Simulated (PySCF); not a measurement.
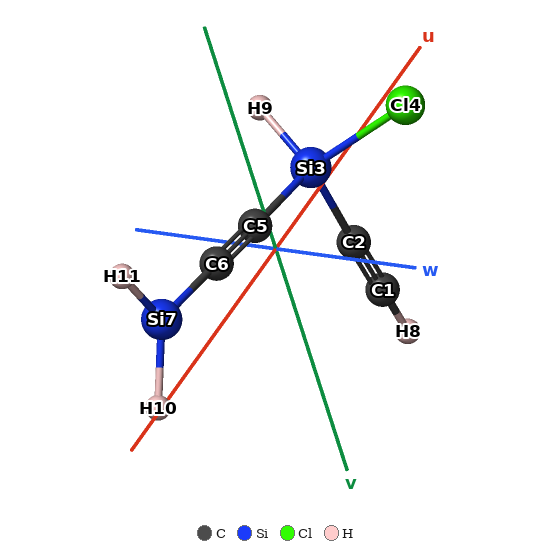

The lines u, v and w are the principal axes of the g tensor. State: neutral, doublet. Computed geometry: GFN2-xTB optimisation. No frequency run is at hand to confirm it as a minimum. Level of theory: UKS B3LYP, pcH-1 on C Cl H Si, non-relativistic, mean-field spin-orbit, GIAO (PySCF 2.14.0).

Question: Along which axis does g lie farthest from the free-electron value?

Answer: Along u (nearly parallel to the Si3–C5 bond): the shift is 1756 ppm.

Give the principal values and shifts.

```json
{"axis": "u", "g": "2.00408", "shift (ppm)": "1756"}
{"axis": "v", "g": "2.00323", "shift (ppm)": "906"}
{"axis": "w", "g": "2.00215", "shift (ppm)": "−165"}
```

The geometry is semi-empirical. Around Si such bond lengths and angles can be off by a tenth of an ångström or more and by several degrees, and values that hang on the shape move with them.
